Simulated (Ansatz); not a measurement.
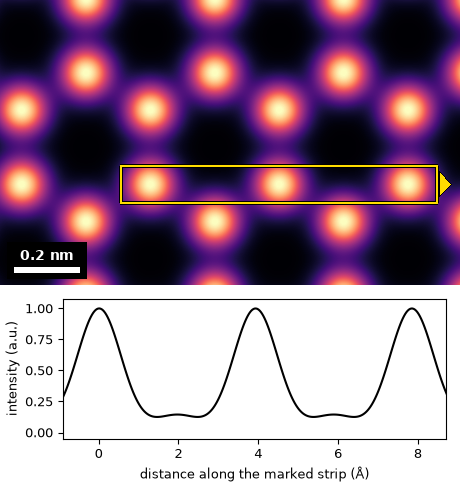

Z-contrast image of MoS (P6_3mc, No. 186) along [001]. Simulation: incoherent imaging, intensity Z^1.7 per atom, probe width 1.30 Å, thin sample. The probe carries 15 % of its weight in a tail 2.5 times as wide. Structure: coordinates from a relaxation with DFT PBEsol, scalar-relativistic, plane waves, PAW in Ansatz 0.2.0; the starting structure was generated, so it need not be a known form of this composition.

```
CELL_PARAMETERS angstrom
3.91914 0.00000 0.00000
-1.95957 3.39408 0.00000
0.00000 0.00000 5.35794
ATOMIC_POSITIONS crystal
Mo 0.66667 0.33333 0.02697
Mo 0.33333 0.66667 0.52697
S 0.66667 0.33333 0.59823
S 0.33333 0.66667 0.09823
```

The curve is the intensity along the marked strip, in the direction of its arrowhead, with zero distance at the first column. Brightness is counted from the darkest point of the image.

### List the columns that the line crosses, with their positions.

```json
{"position (Å)": "0.0", "atoms per repeat along the beam": "1 Mo + 1 S", "height (% of the highest)": "100"}
{"position (Å)": "3.9", "atoms per repeat along the beam": "1 Mo + 1 S", "height (% of the highest)": "100"}
{"position (Å)": "7.8", "atoms per repeat along the beam": "1 Mo + 1 S", "height (% of the highest)": "100"}
```
